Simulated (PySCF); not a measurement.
# Run report: PS (charge −1), single-point calculation (part 1 of 2)

PS, charge −1, multiplicity 3, computed with ROHF/jorge-dzp, nevpt2 (PySCF 2.14.0).

Figures and captions count atoms from 1; the log counts them from 0 in places.

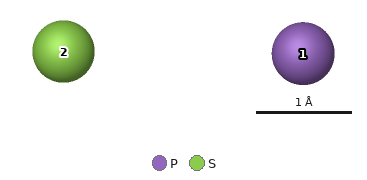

**Figure 1.** The structure (ball-and-stick view, seen on its broad side; atoms are numbered from 1 in the order of the input).

Input:
```python
from pyscf import gto, scf, mcscf, mrpt

mol = gto.M(
    atom='P 0 0 0; S 0 0 2.528',
    basis='jorge-dzp',
    charge=-1,
    spin=2,
    symmetry=True,
    verbose=4,
)
mf = scf.ROHF(mol)
mf.kernel()
mc = mcscf.CASSCF(mf, 6, 8)
mc.kernel()
mc.analyze()
mrpt.NEVPT(mc).kernel()
mf.dip_moment()
print('orbital energies (hartree):', mf.mo_energy[..., max(0, mol.nelec[1]-3):mol.nelec[0]+3].round(4))
```

Hardware: 1 CPU thread, shared host.

Launched with:
```bash
OMP_NUM_THREADS=1 python input.py
```

The program's output:
```
PySCF version 2.14.0

[INPUT] verbose = 4
[INPUT] num. atoms = 2
[INPUT] num. electrons = 32
[INPUT] charge = -1
[INPUT] spin (= nelec alpha-beta = 2S) = 2
[INPUT] symmetry True subgroup None
[INPUT] Mole.unit = angstrom
[INPUT] Symbol           X                Y                Z      unit          X                Y                Z       unit  Magmom
[INPUT]  1 P      0.000000000000   0.000000000000   0.000000000000 AA    0.000000000000   0.000000000000   0.000000000000 Bohr   0.0
[INPUT]  2 S      0.000000000000   0.000000000000   2.528000000000 AA    0.000000000000   0.000000000000   4.777227642900 Bohr   0.0

nuclear repulsion = 50.2383428088608
point group symmetry = Coov
symmetry origin: [0.         0.         2.46566588]
symmetry axis x: [1. 0. 0.]
symmetry axis y: [0. 1. 0.]
symmetry axis z: [0. 0. 1.]
num. orbitals of irrep A1 = 24
num. orbitals of irrep E1x = 10
num. orbitals of irrep E1y = 10
num. orbitals of irrep E2x = 2
num. orbitals of irrep E2y = 2
number of shells = 24
number of NR pGTOs = 88
number of NR cGTOs = 48
basis = jorge-dzp
ecp = {}

******** <class 'pyscf.scf.hf_symm.SymAdaptedROHF'> ********
method = SymAdaptedROHF
initial guess = minao
damping factor = 0
level_shift factor = 0
DIIS = <class 'pyscf.scf.diis.CDIIS'>
diis_start_cycle = 1
diis_space = 8
diis_damp = 0
SCF conv_tol = 1e-09
SCF conv_tol_grad = None
SCF max_cycles = 50
direct_scf = True
direct_scf_tol = 1e-13
num. doubly occ = 15  num. singly occ = 2
Freeze 0 electrons in irreps []
    32 free electrons in irreps A1 E1x E1y E2x E2y
Set gradient conv threshold to 3.16228e-05
init E= -737.627694725781
HOMO (E1y) = -0.143790908677152  LUMO (A1) = -0.0316679713387487
cycle= 1 E= -738.165721237542  delta_E= -0.538  |g|= 0.38  |ddm|= 1.06
HOMO (E1y) = 0.0252107479445969  LUMO (A1) = 0.278145451272792
cycle= 2 E= -737.881288050296  delta_E= 0.284  |g|= 0.786  |ddm|= 0.988
HOMO (E1y) = 0.0449632640215141  LUMO (A1) = 0.281672128691824
cycle= 3 E= -738.223007742948  delta_E= -0.342  |g|= 0.122  |ddm|= 0.807
HOMO (E1y) = 0.0420771538343905  LUMO (A1) = 0.272931018845028
cycle= 4 E= -738.232720573499  delta_E= -0.00971  |g|= 0.0749  |ddm|= 0.132
HOMO (E1y) = 0.044889370826092  LUMO (A1) = 0.278562321013155
cycle= 5 E= -738.237589776294  delta_E= -0.00487  |g|= 0.0473  |ddm|= 0.104
HOMO (E1y) = 0.043850663316451  LUMO (A1) = 0.281264663714467
cycle= 6 E= -738.240427792573  delta_E= -0.00284  |g|= 0.0145  |ddm|= 0.108
HOMO (E1y) = 0.0472291594801066  LUMO (A1) = 0.281462473930048
cycle= 7 E= -738.24075540697  delta_E= -0.000328  |g|= 0.00304  |ddm|= 0.0399
HOMO (E1y) = 0.0482464781080494  LUMO (A1) = 0.282171405066634
cycle= 8 E= -738.240776896999  delta_E= -2.15e-05  |g|= 0.00231  |ddm|= 0.0224
HOMO (E1y) = 0.0479418088436776  LUMO (A1) = 0.281687865070879
cycle= 9 E= -738.240785300504  delta_E= -8.4e-06  |g|= 0.000222  |ddm|= 0.00749
HOMO (E1y) = 0.0479312827835865  LUMO (A1) = 0.281785561524572
cycle= 10 E= -738.240785308066  delta_E= -7.56e-09  |g|= 0.000113  |ddm|= 0.000466
HOMO (E1y) = 0.0479146087342976  LUMO (A1) = 0.28178300490994
cycle= 11 E= -738.240785328628  delta_E= -2.06e-08  |g|= 1.79e-05  |ddm|= 0.000306
HOMO (E1y) = 0.0479141392037419  LUMO (A1) = 0.281775742437929
cycle= 12 E= -738.240785329251  delta_E= -6.23e-10  |g|= 1.7e-06  |ddm|= 6.27e-05
```

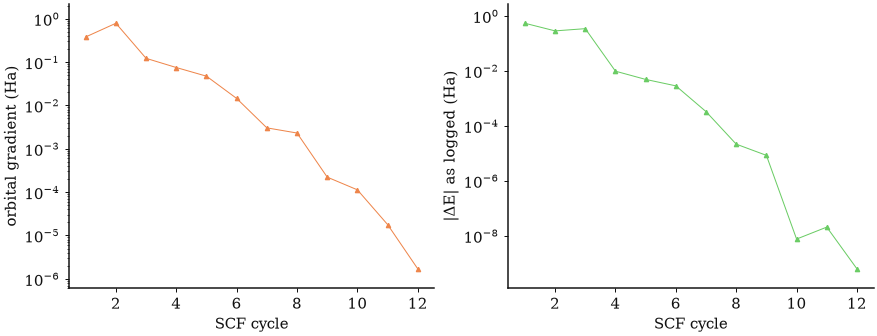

**Figure 2.** Convergence of the self-consistent field: orbital gradient and size of the energy change against the SCF cycle. The residual comes down, with one marked jump up, by a factor of about 2, at step 2.

```
HOMO (E1y) = 0.0479141927271245  LUMO (A1) = 0.281775357681965
Extra cycle  E= -738.240785329253  delta_E= -1.82e-12  |g|= 8.79e-07  |ddm|= 3.11e-06
converged SCF energy = -738.240785329253

******** <class 'pyscf.mcscf.mc1step_symm.SymAdaptedCASSCF'> ********
CAS (5e+3e, 6o), ncore = 12, nvir = 30
max_cycle_macro = 50
max_cycle_micro = 4
conv_tol = 1e-07
conv_tol_grad = None
orbital rotation max_stepsize = 0.02
orbital rotation threshold for CI restart = 0.01
augmented hessian ah_max_cycle = 30
augmented hessian ah_conv_tol = 1e-12
augmented hessian ah_linear dependence = 1e-14
augmented hessian ah_level shift = 1e-08
augmented hessian ah_start_tol = 2.5
augmented hessian ah_start_cycle = 3
augmented hessian ah_grad_trust_region = 3
kf_trust_region = 3
kf_interval = 4
ci_response_space = 4
ci_grad_trust_region = 3
with_dep4 0
natorb = False
canonicalization = True
sorting_mo_energy = False
ao2mo_level = 2
internal_rotation = False
******** <class 'pyscf.fci.direct_spin1_symm.FCISolver'> ********
max. cycles = 50
conv_tol = 1e-08
davidson only = False
linear dependence = 1e-12
level shift = 0.001
max iter space = 12
nroots = 1
pspace_size = 400
spin = None
CI wfn symmetry = None
Symmetries of active orbitals: A1 E1x E1y E1x E1y A1
Active space CI wfn symmetry = A2
CASCI E = -738.269932502919  S^2 = 2.0000000
Set conv_tol_grad to 0.000316228
macro iter   1 ( 19 JK    4 micro), CASSCF E = -738.281511683632  dE = -1.15791807e-02  S^2 = 2.0000000
               |grad[o]|=0.0601  |grad[c]|=0.0208  |ddm|=0.0886  |maxRot[o]|=0.195
macro iter   2 ( 15 JK    4 micro), CASSCF E = -738.281808331300  dE = -2.96647668e-04  S^2 = 2.0000000
               |grad[o]|=0.0131  |grad[c]|=0.000861  |ddm|=0.00781  |maxRot[o]|=0.0443
macro iter   3 (  9 JK    3 micro), CASSCF E = -738.281811947043  dE = -3.61574303e-06  S^2 = 2.0000000
               |grad[o]|=0.00148  |grad[c]|=7.14e-05  |ddm|=0.000929  |maxRot[o]|=0.00375
macro iter   4 (  3 JK    1 micro), CASSCF E = -738.281811950925  dE = -3.88172339e-09  S^2 = 2.0000000
               |grad[o]|=4.47e-05  |grad[c]|=2.75e-05  |ddm|=5.8e-05  |maxRot[o]|=5.47e-05
1-step CASSCF converged in   4 macro ( 46 JK  12 micro) steps
CASSCF canonicalization
Density matrix diagonal elements [1.87904506 1.94273406 1.94273406 1.05550543 1.05550543 0.12447597]
CASSCF energy = -738.281811950925
CASCI E = -738.281811950925  E(CI) = -9.29529918923561  S^2 = 2.0000000
Natural occ [1.89004682 1.96930239 1.96930239 1.0289371  1.0289371  0.1134742 ]
Natural orbital (expansion on meta-Lowdin AOs) in CAS space
               #1        #2        #3        #4        #5
0 P 1s          -0.00177  -0.00000  -0.00000  -0.00000  -0.00000
0 P 2s          -0.01850   0.00000   0.00000   0.00000  -0.00000
0 P 3s           0.01460  -0.00000  -0.00000  -0.00000  -0.00000
0 P 4s          -0.02519  -0.00000  -0.00000  -0.00000  -0.00000
0 P 5s           0.00902  -0.00000  -0.00000  -0.00000  -0.00000
0 P 6s          -0.00939   0.00000   0.00000   0.00000   0.00000
0 P 7s          -0.00121   0.00000   0.00000   0.00000   0.00000
0 P 2px          0.00000  -0.00778  -0.00000  -0.00564  -0.00000
0 P 2py         -0.00000  -0.00000  -0.00778  -0.00000  -0.00564
0 P 2pz         -0.00737   0.00000  -0.00000   0.00000  -0.00000
0 P 3px          0.00000  -0.38136   0.00000  -0.92241  -0.00000
0 P 3py          0.00000  -0.00000  -0.38136   0.00000  -0.92241
0 P 3pz         -0.67208   0.00000   0.00000   0.00000   0.00000
0 P 4px         -0.00000   0.02466  -0.00000   0.04429  -0.00000
0 P 4py          0.00000  -0.00000   0.02466   0.00000   0.04429
0 P 4pz          0.00325   0.00000  -0.00000   0.00000  -0.00000
0 P 5px         -0.00000  -0.00974  -0.00000  -0.02117   0.00000
0 P 5py         -0.00000   0.00000  -0.00974   0.00000  -0.02117
0 P 5pz         -0.00691  -0.00000  -0.00000  -0.00000  -0.00000
0 P 3dxy        -0.00000  -0.00000  -0.00000   0.00000   0.00000
0 P 3dyz         0.00000  -0.00000   0.02679   0.00000  -0.02197
0 P 3dz^2        0.04252   0.00000  -0.00000   0.00000  -0.00000
0 P 3dxz        -0.00000   0.02679  -0.00000  -0.02197  -0.00000
0 P 3dx2-y2     -0.00000   0.00000   0.00000  -0.00000   0.00000
1 S 1s          -0.00002   0.00000   0.00000   0.00000   0.00000
1 S 2s           0.00081   0.00000   0.00000   0.00000   0.00000
1 S 3s          -0.07774  -0.00000   0.00000   0.00000  -0.00000
1 S 4s           0.02089  -0.00000  -0.00000  -0.00000   0.00000
1 S 5s           0.00569   0.00000   0.00000   0.00000  -0.00000
1 S 6s           0.00730   0.00000   0.00000   0.00000  -0.00000
1 S 7s           0.00079   0.00000   0.00000   0.00000  -0.00000
1 S 2px         -0.00000  -0.00895  -0.00000   0.00236  -0.00000
1 S 2py          0.00000   0.00000  -0.00895   0.00000   0.00236
1 S 2pz          0.00932  -0.00000  -0.00000  -0.00000  -0.00000
1 S 3px         -0.00000  -0.92141  -0.00000   0.38033  -0.00000
1 S 3py          0.00000  -0.00000  -0.92141   0.00000   0.38033
1 S 3pz          0.73271  -0.00000  -0.00000  -0.00000  -0.00000
1 S 4px         -0.00000  -0.06002  -0.00000   0.03519   0.00000
1 S 4py         -0.00000   0.00000  -0.06002   0.00000   0.03519
1 S 4pz          0.00541   0.00000   0.00000  -0.00000   0.00000
1 S 5px          0.00000  -0.01587   0.00000   0.00946  -0.00000
1 S 5py         -0.00000   0.00000  -0.01587  -0.00000   0.00946
1 S 5pz          0.00729  -0.00000   0.00000   0.00000   0.00000
1 S 3dxy         0.00000   0.00000  -0.00000  -0.00000   0.00000
1 S 3dyz        -0.00000   0.00000  -0.01228  -0.00000  -0.01613
1 S 3dz^2        0.03781   0.00000   0.00000  -0.00000   0.00000
1 S 3dxz        -0.00000  -0.01228  -0.00000  -0.01613  -0.00000
1 S 3dx2-y2     -0.00000  -0.00000  -0.00000   0.00000   0.00000
               #6
0 P 1s          -0.00168
0 P 2s          -0.01697
0 P 3s           0.17405
0 P 4s           0.00042
0 P 5s           0.00111
0 P 6s           0.00067
0 P 7s          -0.00054
0 P 2px          0.00000
0 P 2py         -0.00000
0 P 2pz         -0.00397
0 P 3px         -0.00000
0 P 3py          0.00000
0 P 3pz         -0.70193
0 P 4px          0.00000
0 P 4py          0.00000
0 P 4pz         -0.01563
0 P 5px         -0.00000
0 P 5py          0.00000
0 P 5pz         -0.00179
0 P 3dxy        -0.00000
0 P 3dyz         0.00000
0 P 3dz^2        0.00073
0 P 3dxz         0.00000
0 P 3dx2-y2      0.00000
1 S 1s          -0.00009
1 S 2s          -0.00041
1 S 3s          -0.16257
1 S 4s           0.04834
1 S 5s           0.01385
1 S 6s           0.01627
1 S 7s           0.00256
1 S 2px         -0.00000
1 S 2py          0.00000
1 S 2pz         -0.00438
1 S 3px          0.00000
1 S 3py          0.00000
1 S 3pz         -0.66808
1 S 4px          0.00000
1 S 4py         -0.00000
1 S 4pz          0.00943
1 S 5px          0.00000
1 S 5py         -0.00000
1 S 5pz         -0.00355
1 S 3dxy        -0.00000
1 S 3dyz        -0.00000
1 S 3dz^2        0.02776
1 S 3dxz         0.00000
1 S 3dx2-y2     -0.00000
<mo_coeff-mcscf|mo_coeff-hf>  1      1        1.00000000
<mo_coeff-mcscf|mo_coeff-hf>  2      2        1.00000000
<mo_coeff-mcscf|mo_coeff-hf>  3      3        0.99999890
<mo_coeff-mcscf|mo_coeff-hf>  4      4        0.99999981
<mo_coeff-mcscf|mo_coeff-hf>  5      5        0.99999434
<mo_coeff-mcscf|mo_coeff-hf>  6      6        0.99999502
<mo_coeff-mcscf|mo_coeff-hf>  7      7        0.99999502
<mo_coeff-mcscf|mo_coeff-hf>  8      8        0.99998595
<mo_coeff-mcscf|mo_coeff-hf>  9      9        0.99998595
<mo_coeff-mcscf|mo_coeff-hf>  10     10       0.99999565
<mo_coeff-mcscf|mo_coeff-hf>  11     11       0.98969357
<mo_coeff-mcscf|mo_coeff-hf>  12     12       0.98939988
<mo_coeff-mcscf|mo_coeff-hf>  13     13       0.98748859
<mo_coeff-mcscf|mo_coeff-hf>  14     14       0.99996740
<mo_coeff-mcscf|mo_coeff-hf>  15     15       0.99996740
<mo_coeff-mcscf|mo_coeff-hf>  16     16       0.99976862
<mo_coeff-mcscf|mo_coeff-hf>  17     17       0.99976862
<mo_coeff-mcscf|mo_coeff-hf>  18     18       0.95536356
<mo_coeff-mcscf|mo_coeff-hf>  19     19       0.97931212
<mo_coeff-mcscf|mo_coeff-hf>  20     20       0.84803647
<mo_coeff-mcscf|mo_coeff-hf>  20     23       0.43777230
<mo_coeff-mcscf|mo_coeff-hf>  21     21       0.99679034
<mo_coeff-mcscf|mo_coeff-hf>  22     22       0.99679034
<mo_coeff-mcscf|mo_coeff-hf>  23     20      -0.48060246
<mo_coeff-mcscf|mo_coeff-hf>  23     23       0.87146438
<mo_coeff-mcscf|mo_coeff-hf>  24     24       0.98976988
<mo_coeff-mcscf|mo_coeff-hf>  25     25       0.98976988
<mo_coeff-mcscf|mo_coeff-hf>  26     26       0.99990691
<mo_coeff-mcscf|mo_coeff-hf>  27     27       0.99990691
<mo_coeff-mcscf|mo_coeff-hf>  28     28       0.99219291
<mo_coeff-mcscf|mo_coeff-hf>  29     29       0.99219291
<mo_coeff-mcscf|mo_coeff-hf>  30     30       0.99592660
<mo_coeff-mcscf|mo_coeff-hf>  31     31       0.99751307
<mo_coeff-mcscf|mo_coeff-hf>  32     32       0.99990691
<mo_coeff-mcscf|mo_coeff-hf>  33     33       0.99990691
<mo_coeff-mcscf|mo_coeff-hf>  34     34       0.99943363
<mo_coeff-mcscf|mo_coeff-hf>  35     35       0.99943363
<mo_coeff-mcscf|mo_coeff-hf>  36     36       0.99948914
<mo_coeff-mcscf|mo_coeff-hf>  37     37       0.99905681
<mo_coeff-mcscf|mo_coeff-hf>  38     38       0.99872502
<mo_coeff-mcscf|mo_coeff-hf>  39     39       0.99872502
<mo_coeff-mcscf|mo_coeff-hf>  40     40       0.99872507
<mo_coeff-mcscf|mo_coeff-hf>  41     41       0.99872507
<mo_coeff-mcscf|mo_coeff-hf>  42     42       0.99906629
<mo_coeff-mcscf|mo_coeff-hf>  43     43       0.99999999
<mo_coeff-mcscf|mo_coeff-hf>  44     44       0.99999998
<mo_coeff-mcscf|mo_coeff-hf>  45     45       1.00000000
<mo_coeff-mcscf|mo_coeff-hf>  46     46       1.00000000
<mo_coeff-mcscf|mo_coeff-hf>  47     47       1.00000000
<mo_coeff-mcscf|mo_coeff-hf>  48     48       1.00000000
** Largest CI components **
```
